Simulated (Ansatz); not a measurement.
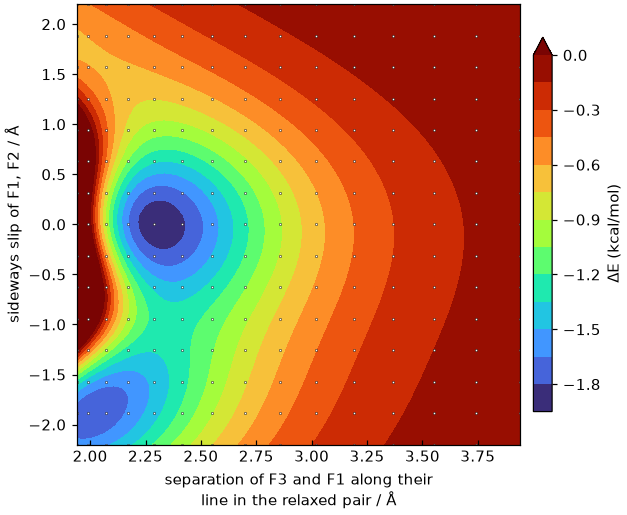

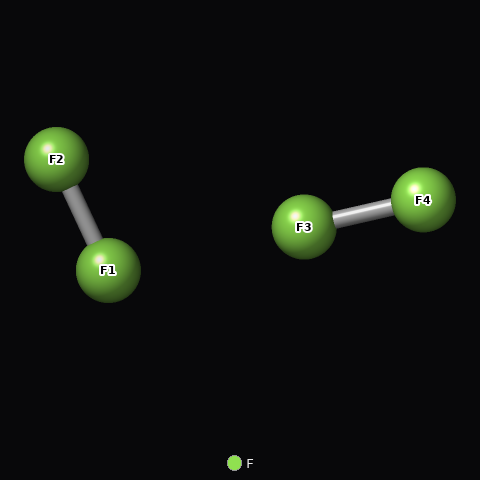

Energy landscape of the pair F₂···F₂. First axis: separation of F3 and F1 along their line in the relaxed pair. Second axis: sideways slip of F1, F2. Nothing is relaxed (both partners rigid). The grid has 15 × 15 points. Points are written as (first, second). Energies are in kcal/mol, from the two partners far apart, frozen as in the relaxed pair, each in its own basis (no counterpoise correction). Theory: Ansatz, RKS SPW92 (LDA)/def2-TZVPD.

The picture shows filled contours, dots at the grid points, one colour for all values above the top of the scale. Between grid points the surface is interpolated. The second picture is the structure at the lowest point.

### What does the map say about the system?

The lowest grid point is at (2.287 Å, 0.000 Å), −1.91 kcal/mol from the two partners far apart, frozen as in the relaxed pair, each in its own basis (no counterpoise correction). The highest grid point, (1.941 Å, −0.629 Å), lies 4.11 kcal/mol above the lowest.

The whole map (225 points run) took 9.9 min on 1 thread of Arm Neoverse N1 (shared host).
